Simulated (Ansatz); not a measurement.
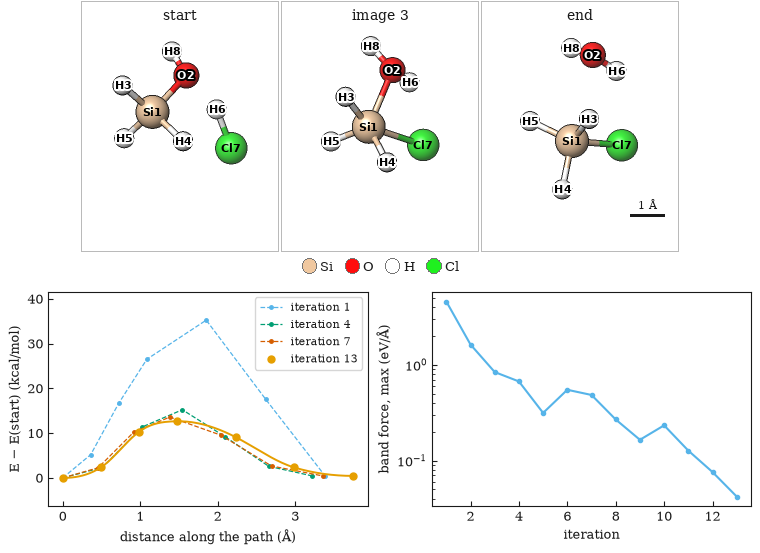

A nudged-elastic-band calculation for SiH5OCl. Images are numbered from 0 (start) to 6 (end). The plot follows the band through its iterations. Style: ball-and-stick. Shown from a free direction.

These are results of RKS LDA/def2-SVP in Ansatz 0.2.0, not measurements. Set-up: 5 movable images; climbing image; force threshold 0.05 eV/Å; iteration limit 60; spring constant 0.5 eV/Å²; starting path through a guess of the saddle point.

**Judge this run.**

The run is converged, with reservations. The band converged in 13 iterations. The largest component of the band force went from 4.6 to 0.042 eV/Å. The climbing image converged on the top of the path. Its curvatures weren't checked. The first iteration put the highest image at 35.3 kcal/mol. The energy climbs by 12.7 kcal/mol to image 3 and then falls by 12.2 kcal/mol, so the end point sits at +0.5 kcal/mol.

Cost: 39 s on 2 threads of Arm Neoverse V2, on a shared host, peak memory 0.15 GiB.
